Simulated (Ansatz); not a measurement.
Geometry relaxation of AlN2H6BrO

AlN2H6BrO, computed with RHF/def2-SVP (Ansatz 0.2.0).

The input holds or restrains some coordinates. It belongs to a series of runs on one base structure; here: pulled along the bonds that form and break, towards end A.

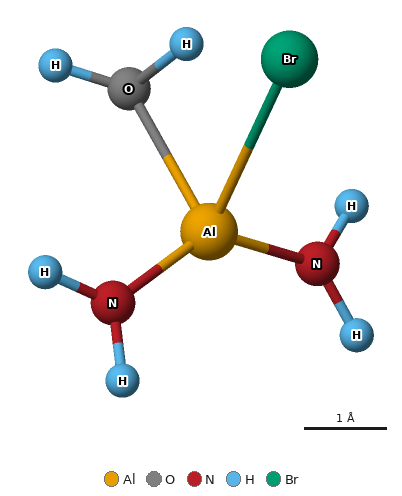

The structure as given in the input (ball-and-stick view, seen at a tilt). Sticks mark near contacts. Bond lengths as drawn: Al–Br 2.81 Å, Al–N 1.77 Å, Al–O 2.18 Å, H–N 1.01 Å and H–O 0.95 to 1.27 Å.

## Input
```yaml
crystal:
  periodic: [false, false, false]
  atoms:
    - { symbol: Al, position_ang: [-0.0936, -0.3461, -0.0338] }
    - { symbol: O, position_ang: [-0.0703, 1.8093, -0.3664] }
    - { symbol: "N", position_ang: [0.1398, -1.0857, -1.6219] }
    - { symbol: "N", position_ang: [-1.0262, -0.6763, 1.4338] }
    - { symbol: H, position_ang: [1.1104, 1.631, 0.0609] }
    - { symbol: Br, position_ang: [2.4928, 0.3975, 0.7893] }
    - { symbol: H, position_ang: [-0.4739, 2.4911, 0.1648] }
    - { symbol: H, position_ang: [-0.1075, -2.0073, -1.947] }
    - { symbol: H, position_ang: [0.6155, -0.5871, -2.363] }
    - { symbol: H, position_ang: [-1.198, -0.0426, 2.2009] }
    - { symbol: H, position_ang: [-1.3889, -1.5837, 1.6823] }
basis:
  gaussian: { orbitals: def2-SVP }
hamiltonian:
  xc: hf
relax:
  f_tol: 0.15
  max_steps: 25
  restrain:
    - { distance: [0, 5], at: 3.71, k: 30.0 }
    - { distance: [4, 1], at: 2.27, k: 30.0 }
    - { distance: [0, 1], at: 1.87, k: 30.0 }
    - { distance: [4, 5], at: 1.51, k: 30.0 }
output:
  orbitals: {}
```

Machine: 2 threads of Arm Neoverse V1, 24 GiB of memory available, shared host.

Run as:
```bash
ansatz run input.yaml --threads 2 --pin off --max-ram 3072MiB --backend cpu --events-out ev --progress --plain --runs-dir out
```

## Output
```
The last accepted step is kept in [file] (removed where the run ends without a failure and the disk answers)
Engine: ansatz 0.2.0, aarch64-unknown-linux-gnu
Functional definition: HF
  exchange = exact_x
  correlation = 0
1280 factors; integrals over basis functions are off by at most 3.0e-4 eV
mean field evaluation 1: about -81660.6674 eV, gradient 4.9e1 eV
mean field evaluation 2: about -81660.7199 eV, gradient 4.9e1 eV
mean field evaluation 4: about -81665.6354 eV, gradient 3.2e0 eV
mean field evaluation 8: about -81665.6799 eV, gradient 3.3e-4 eV
mean field -81665.67990203 eV, -3001.1583814137 hartree, gradient 1.2e-5 eV, S^2 0.000000; 0 other end points of the search recorded, 0 dependent functions left out
the calculation of the forces begins
reference -81665.67990203 eV, -3001.1583814137 hartree; 38, 38 occupied and 84, 84 virtual orbitals, 1280 factors
relax step   1: F+E_penalty+E_count = -81665.67990203 eV  Δ(F+E_penalty+E_count) = +0.000e0 eV  max|allowed force component| = 4.171e0 eV/Å  E_restraint = 32.00698144 eV  max|allowed force component, restraints' pulls added| = 3.448e1 eV/Å  Δτ_max = 0.0000 Å  (35 SCF iters, accepted)
  distance Al 0 - Br 5 = 2.8142 Å
  distance H 4 - O 1 = 1.2682 Å
  distance Al 0 - O 1 = 2.1810 Å
  distance H 4 - Br 5 = 1.9908 Å
these checks for a lower state are left out or cut short: starts, cluster_reference, orbital_swaps, neighbouring_geometries, increment
1280 factors; integrals over basis functions are off by at most 3.2e-4 eV
mean field evaluation 16: about -81665.0309 eV, gradient 6.8e-3 eV
mean field -81665.03090881 eV, -3001.1345313526 hartree, gradient 2.9e-5 eV, S^2 0.000000; 0 other end points of the search recorded, 0 dependent functions left out
[... from here on the field's lines of each further geometry are left out, up to the last ...]
relax step   2: F+E_penalty+E_count = -81665.03090881 eV  Δ(F+E_penalty+E_count) = +6.490e-1 eV  max|allowed force component| = 3.171e0 eV/Å  E_restraint = 15.52354852 eV  max|allowed force component, restraints' pulls added| = 2.658e1 eV/Å  Δτ_max = 0.1980 Å  (34 SCF iters, accepted)
relax step   3: F+E_penalty+E_count = -81665.36344728 eV  Δ(F+E_penalty+E_count) = -3.325e-1 eV  max|allowed force component| = 3.854e0 eV/Å  E_restraint = 5.70160403 eV  max|allowed force component, restraints' pulls added| = 1.618e1 eV/Å  Δτ_max = 0.1949 Å  (33 SCF iters, accepted)
relax step   4: F+E_penalty+E_count = -81666.03862121 eV  Δ(F+E_penalty+E_count) = -6.752e-1 eV  max|allowed force component| = 3.153e0 eV/Å  E_restraint = 0.70186591 eV  max|allowed force component, restraints' pulls added| = 4.519e0 eV/Å  Δτ_max = 0.1949 Å  (32 SCF iters, accepted)
relax step   5: F+E_penalty+E_count = -81666.41419209 eV  Δ(F+E_penalty+E_count) = -3.756e-1 eV  max|allowed force component| = 3.613e0 eV/Å  E_restraint = 0.11432274 eV  max|allowed force component, restraints' pulls added| = 1.622e0 eV/Å  Δτ_max = 0.1941 Å  (31 SCF iters, accepted)
relax step   6: F+E_penalty+E_count = -81666.51746231 eV  Δ(F+E_penalty+E_count) = -1.033e-1 eV  max|allowed force component| = 1.839e0 eV/Å  E_restraint = 0.10799371 eV  max|allowed force component, restraints' pulls added| = 5.037e-1 eV/Å  Δτ_max = 0.2000 Å  (32 SCF iters, accepted)
relax step   7: F+E_penalty+E_count = -81666.52215243 eV  Δ(F+E_penalty+E_count) = -4.690e-3 eV  max|allowed force component| = 1.996e0 eV/Å  E_restraint = 0.08426334 eV  max|allowed force component, restraints' pulls added| = 4.334e-1 eV/Å  Δτ_max = 0.2000 Å  (33 SCF iters, accepted)
relax step   8: F+E_penalty+E_count = -81666.54940943 eV  Δ(F+E_penalty+E_count) = -2.726e-2 eV  max|allowed force component| = 1.891e0 eV/Å  E_restraint = 0.09814563 eV  max|allowed force component, restraints' pulls added| = 2.506e-1 eV/Å  Δτ_max = 0.0777 Å  (33 SCF iters, accepted)
the calculation of the forces begins
reference -81666.54784900 eV, -3001.1902778763 hartree; 38, 38 occupied and 84, 84 virtual orbitals, 1280 factors
relax step   9: F+E_penalty+E_count = -81666.54784900 eV  Δ(F+E_penalty+E_count) = +1.560e-3 eV  max|allowed force component| = 1.939e0 eV/Å  E_restraint = 0.09262898 eV  max|allowed force component, restraints' pulls added| = 8.407e-2 eV/Å  Δτ_max = 0.2000 Å  (32 SCF iters, accepted)
```

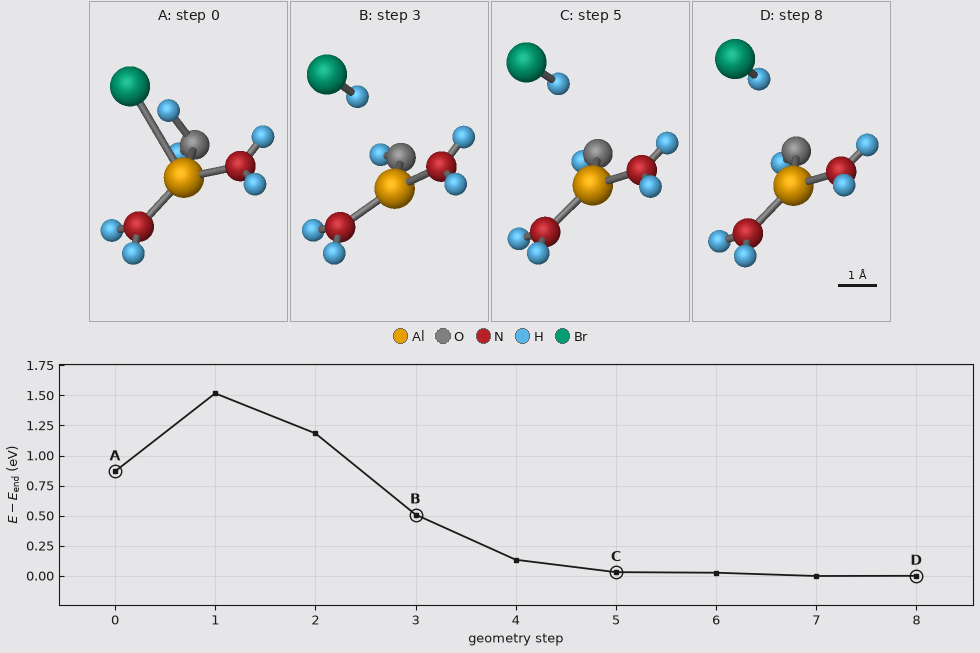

Frames of the restrained relaxation (ball-and-stick view, seen at a tilt) above the curves, on which the letters mark them (the first geometry is step 0 here and step 1 in the log).

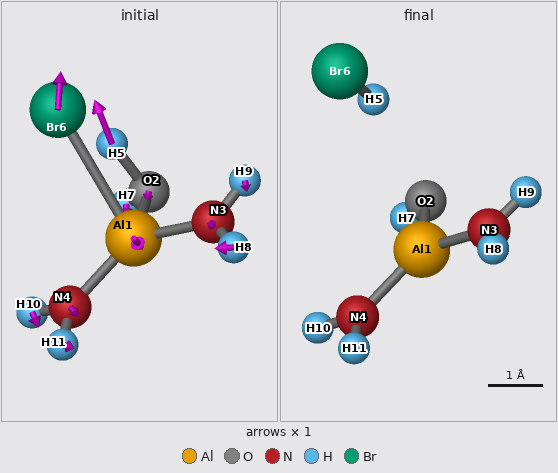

Before (left) and after (right) the restrained relaxation, at one scale (ball-and-stick view, seen at a tilt). The pink arrows give the displacements, at true length. Over 8 geometry steps the energy falls by 0.868 eV. The largest force component goes from 4.2 to 1.9 eV/Å. H5 moves most after the best rigid fit: 0.93 Å. By element the largest moves are H 0.93 Å, Br 0.74 Å, Al 0.45 Å, N 0.25 Å, O 0.19 Å. Among the contacts that change: O2–H5 1.268 → 2.264 Å, Al1–Br6 2.814 → 3.715 Å, H5–Br6 1.991 → 1.467 Å, Al1–O2 2.181 → 1.805 Å. New bonds form: H5–Br6 (1.99 → 1.47 Å). Among the angles that change: N3–Al1–N4 137.4° → 124.2°, O2–Al1–N4 108.4° → 119.9°, O2–Al1–N3 106.0° → 115.7°. (Atoms are counted from 1 in the order of the input.)

```
  distance Al 0 - Br 5 = 3.7150 Å
  distance H 4 - O 1 = 2.2643 Å
  distance Al 0 - O 1 = 1.8049 Å
  distance H 4 - Br 5 = 1.4666 Å
1280 factors; integrals over basis functions are off by at most 7.5e-4 eV
mean field -81666.54784900 eV, -3001.1902778763 hartree, gradient 2.9e-5 eV, S^2 0.000000; 1 other end points of the search recorded, 0 dependent functions left out
the calculation of the forces begins
reference -81666.54784900 eV, -3001.1902778763 hartree; 38, 38 occupied and 84, 84 virtual orbitals, 1280 factors
Total energy: -81666.54784900 eV, -3001.1902778763 hartree
Atom 0 at    -0.453098    -0.088505    -0.132034 Å, force     0.184761     1.931721    -0.287457 eV/Å
Atom 1 at    -0.179417     1.688360    -0.291955 Å, force    -0.114089    -1.939108     0.266273 eV/Å
Atom 2 at     0.001388    -1.059098    -1.528211 Å, force     0.028665    -0.013007    -0.011164 eV/Å
Atom 3 at    -1.251989    -0.730856     1.304077 Å, force    -0.023378    -0.034739     0.062300 eV/Å
Atom 4 at     2.030380     1.715338     0.201078 Å, force     0.791785    -0.854305     0.308524 eV/Å
Atom 5 at     3.081217     0.779380     0.614251 Å, force    -0.856540     0.866403    -0.328044 eV/Å
Atom 6 at    -0.662421     2.328804     0.203269 Å, force    -0.026018    -0.008636     0.003499 eV/Å
Atom 7 at    -0.015512    -2.057768    -1.594507 Å, force    -0.004184     0.006698     0.020022 eV/Å
Atom 8 at     0.433664    -0.673091    -2.345828 Å, force    -0.020544    -0.003905     0.007690 eV/Å
Atom 9 at    -1.486730    -0.209408     2.126455 Å, force     0.012645     0.013619    -0.016505 eV/Å
Atom 10 at    -1.497383    -1.693057     1.443305 Å, force     0.026898     0.035259    -0.025137 eV/Å
Dipole moment:    -0.412804    -0.123491     0.171871 e Å
```

## Trajectory as extended XYZ (Å, eV, eV/Å), 9 frames, from step=1 to step=9
```
11
Properties=species:S:1:pos:R:3:forces:R:3 step=1 energy=-81665.67990
Al   -0.0936   -0.3461   -0.0338    0.8603   1.8264   0.1095
O    -0.0703    1.8093   -0.3664    4.1713  -2.3572   1.8148
N     0.1398   -1.0857   -1.6219   -0.1936  -0.0213  -0.2141
N    -1.0262   -0.6763    1.4338   -0.3212  -0.2174  -0.0029
H     1.1104    1.6310    0.0609   -3.5155   0.7547  -1.2386
Br    2.4928    0.3975    0.7893   -1.2873   0.2238  -0.5108
H    -0.4739    2.4911    0.1648    0.0927  -0.3838  -0.0644
H    -0.1075   -2.0073   -1.9470    0.0450   0.3272   0.2344
H     0.6155   -0.5871   -2.3630   -0.1682  -0.2247   0.3655
H    -1.1980   -0.0426    2.2009    0.2054  -0.1719  -0.3778
H    -1.3889   -1.5837    1.6823    0.1111   0.2441  -0.1156
11
Properties=species:S:1:pos:R:3:forces:R:3 step=2 energy=-81665.03091
Al   -0.2519   -0.3122   -0.0965    0.3110   3.1715  -0.1805
O    -0.1673    1.7526   -0.3848    2.1054  -2.1590   1.5193
N     0.1346   -1.0880   -1.6277   -0.2090   0.0276  -0.0301
N    -1.0349   -0.6789    1.4360   -0.2514  -0.3077  -0.1314
H     1.2804    1.5575    0.1309   -0.1798  -0.9490   0.0698
Br    2.5930    0.5080    0.8068   -1.9043   1.3476  -0.9465
H    -0.4760    2.4842    0.1608    0.0099  -1.0167  -0.4402
H    -0.1065   -2.0072   -1.9467    0.0621   0.0490   0.1179
H     0.6143   -0.5884   -2.3609   -0.1348  -0.1207   0.2456
H    -1.1969   -0.0434    2.1989    0.1284  -0.0489  -0.2717
H    -1.3886   -1.5841    1.6831    0.0623   0.0064   0.0477
11
Properties=species:S:1:pos:R:3:forces:R:3 step=3 energy=-81665.36345
Al   -0.3709   -0.2715   -0.1437    0.1072   3.8543  -0.3484
O    -0.2864    1.7075   -0.4108    0.7370  -2.1507   1.1207
N     0.1327   -1.0869   -1.6265   -0.2900  -0.0111   0.1200
N    -1.0364   -0.6811    1.4349   -0.2238  -0.3716  -0.1933
H     1.4557    1.5058    0.1987    1.7263  -1.5716   0.8359
Br    2.6580    0.5815    0.8170   -2.0963   1.7494  -1.0943
H    -0.4766    2.4693    0.1542   -0.0705  -1.3613  -0.5953
H    -0.1055   -2.0068   -1.9446    0.0942   0.0169   0.1128
H     0.6129   -0.5889   -2.3586   -0.1374  -0.0581   0.1980
H    -1.1961   -0.0438    2.1959    0.0790  -0.0161  -0.2661
H    -1.3873   -1.5849    1.6835    0.0742  -0.0800   0.1102
11
Properties=species:S:1:pos:R:3:forces:R:3 step=4 energy=-81666.03862
Al   -0.5118   -0.2069   -0.1990    0.5341   3.1529  -0.2010
O    -0.3996    1.6546   -0.4271    0.2789  -2.0319   0.6090
N     0.1235   -1.0816   -1.6200   -0.5359   0.1366   0.2900
N    -1.0407   -0.6846    1.4276   -0.2581  -0.2080  -0.4323
H     1.6343    1.4644    0.2649    1.1864  -0.8708   0.5284
Br    2.7478    0.6577    0.8345   -1.1175   0.9809  -0.5899
H    -0.4793    2.4253    0.1369   -0.1865  -1.0505  -0.3975
H    -0.1031   -2.0056   -1.9381    0.0973   0.0513   0.1642
H     0.6084   -0.5893   -2.3527   -0.1466  -0.0233   0.1917
H    -1.1956   -0.0455    2.1885    0.0380  -0.0301  -0.2554
H    -1.3837   -1.5886    1.6845    0.1099  -0.1072   0.0928
11
Properties=species:S:1:pos:R:3:forces:R:3 step=5 energy=-81666.41419
Al   -0.5233   -0.1437   -0.1966    0.2933   1.8937  -0.2011
O    -0.3518    1.6308   -0.4170    0.7285  -3.6127  -1.1157
N     0.0474   -1.0636   -1.6032   -0.2822   0.0108   0.1311
N    -1.1291   -0.6969    1.3763   -0.1205  -0.2538  -0.2104
H     1.8167    1.5300    0.2734    0.8897  -0.6579   0.4269
Br    2.9115    0.7477    0.8524   -0.8881   0.7317  -0.4779
H    -0.5634    2.3373    0.1146   -0.6820   1.6223   1.3799
H    -0.1416   -2.0138   -1.8667    0.0922   0.1441   0.1644
H     0.5627   -0.6068   -2.3357   -0.1277  -0.0439   0.0792
H    -1.2525   -0.0848    2.1627   -0.0380  -0.0593  -0.1130
H    -1.3764   -1.6361    1.6398    0.1349   0.2251  -0.0634
11
Properties=species:S:1:pos:R:3:forces:R:3 step=6 energy=-81666.51746
Al   -0.4295   -0.1329   -0.1442   -0.2606   1.8387  -0.2440
O    -0.2578    1.6449   -0.3504    0.1867  -1.7735   0.2705
N     0.0288   -1.0630   -1.5770    0.0117   0.0830  -0.0263
N    -1.1931   -0.7218    1.3462    0.0855   0.1167  -0.0162
H     1.9482    1.5684    0.1956    0.8272  -0.5965   0.5071
Br    3.0319    0.8020    0.8165   -0.9019   0.6813  -0.5371
H    -0.6427    2.3466    0.1500   -0.0042  -0.2281  -0.0103
H    -0.1100   -2.0390   -1.7669    0.0845   0.1700   0.1033
H     0.4464   -0.6112   -2.3756   -0.1328  -0.1703   0.2033
H    -1.4435   -0.1173    2.1132    0.0647  -0.2211  -0.2296
H    -1.3785   -1.6765    1.5926    0.0393   0.0999  -0.0206
11
Properties=species:S:1:pos:R:3:forces:R:3 step=7 energy=-81666.52215
Al   -0.4829   -0.1212   -0.1602    0.3881   1.9962  -0.0631
O    -0.1732    1.6523   -0.3054   -0.3143  -1.7403   0.2219
N    -0.0082   -1.0752   -1.5627   -0.0738  -0.0895  -0.0461
N    -1.2342   -0.7422    1.3144   -0.0099   0.0819  -0.0471
H     2.0470    1.7369    0.1526    0.7734  -0.9835   0.6024
Br    2.9965    0.8050    0.7841   -0.8077   0.9515  -0.5974
H    -0.5783    2.3375    0.2061    0.0315  -0.2654  -0.1013
H    -0.0580   -2.0719   -1.6762    0.0200   0.1995   0.0352
H     0.3815   -0.6516   -2.3848   -0.0120  -0.0847   0.0473
H    -1.5012   -0.1644    2.0897    0.0253  -0.0762  -0.0304
H    -1.3889   -1.7051    1.5425   -0.0207   0.0104  -0.0213
11
Properties=species:S:1:pos:R:3:forces:R:3 step=8 energy=-81666.54941
Al   -0.4639   -0.1045   -0.1584    0.1822   1.8909  -0.1404
O    -0.1908    1.6696   -0.3227   -0.2054  -1.7415   0.2862
N    -0.0163   -1.0644   -1.5652   -0.0106  -0.0026   0.0073
N    -1.2162   -0.7325    1.3127    0.0329   0.0683  -0.0485
H     2.0179    1.6684    0.1750    0.7265  -0.7840   0.5311
Br    3.0105    0.7900    0.8010   -0.7850   0.8012  -0.5390
H    -0.6234    2.3441    0.1803    0.0617  -0.2287  -0.0981
H    -0.0462   -2.0613   -1.6616    0.0080   0.0782   0.0243
H     0.3750   -0.6495   -2.3896   -0.0057  -0.0530  -0.0035
H    -1.4679   -0.1631    2.0981    0.0055  -0.0473   0.0060
H    -1.3787   -1.6967    1.5303   -0.0100   0.0184  -0.0253
11
Properties=species:S:1:pos:R:3:forces:R:3 step=9 energy=-81666.54785
Al   -0.4531   -0.0885   -0.1320    0.1848   1.9317  -0.2875
O    -0.1794    1.6884   -0.2920   -0.1141  -1.9391   0.2663
N     0.0014   -1.0591   -1.5282    0.0287  -0.0130  -0.0112
N    -1.2520   -0.7309    1.3041   -0.0234  -0.0347   0.0623
H     2.0304    1.7153    0.2011    0.7918  -0.8543   0.3085
Br    3.0812    0.7794    0.6143   -0.8565   0.8664  -0.3280
H    -0.6624    2.3288    0.2033   -0.0260  -0.0086   0.0035
H    -0.0155   -2.0578   -1.5945   -0.0042   0.0067   0.0200
H     0.4337   -0.6731   -2.3458   -0.0205  -0.0039   0.0077
H    -1.4867   -0.2094    2.1265    0.0126   0.0136  -0.0165
H    -1.4974   -1.6931    1.4433    0.0269   0.0353  -0.0251
```

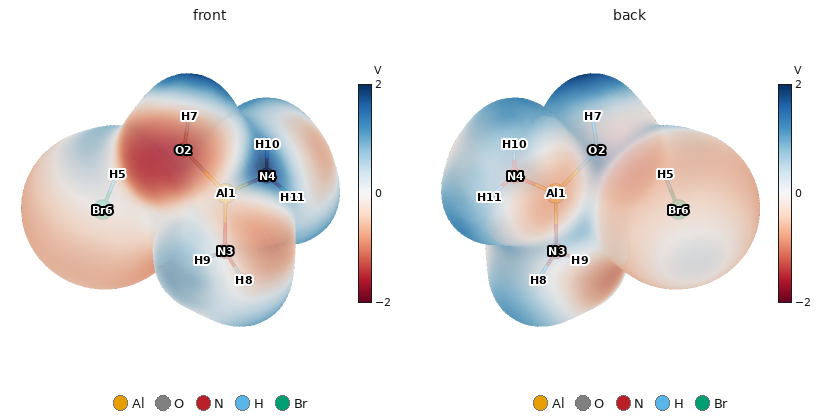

The molecular electrostatic potential painted on the density surface at 0.001 e/bohr³, seen at a tilt and from behind; the colour scale runs from red (negative) to blue (positive).

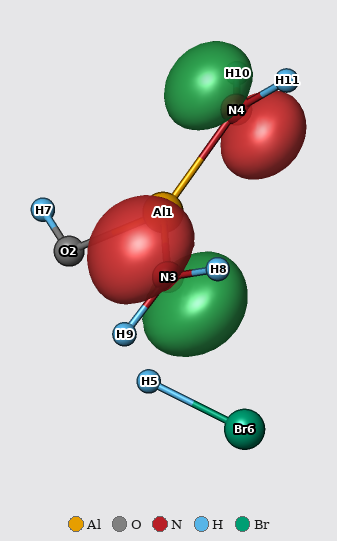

One frontier orbital at ±0.2 Å⁻³ᐟ² (green and red are the two phases), seen at an oblique angle. The HOMO, at −10.43 eV.

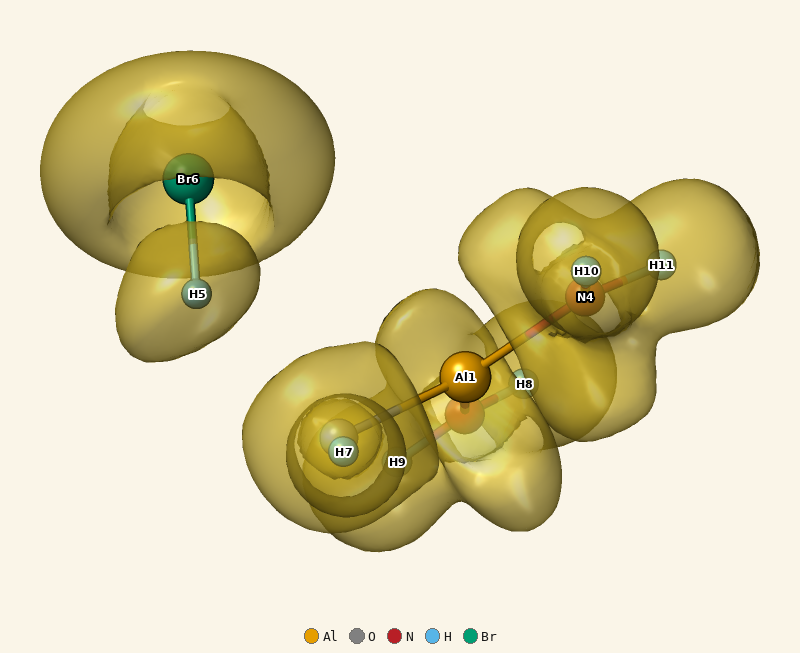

Isosurface of the electron localisation function at 0.75 (yellow), seen from the side. Only the valence region is drawn (cores and ρ < 0.01 e/Å³ removed). Along the contacts the grid gives the following. O2···H5 (2.26 Å): the ELF is only about 0.05 between them (a non-bonded, intermolecular contact). Al–N (1.76 Å): the ELF peaks at about 0.90 between the atoms (a polar covalent bond).

## Results in brief

- outcome: converged under the restraints of the input
- total energy: −81666.5478 eV
- mean-field energy: −81666.5478 eV
- largest force (length of the vector) at the end, held atoms and coordinates included: 1.962 eV/Å
- wall time: 24 s (CPU time 43 s)
- peak memory: 0.29 GiB
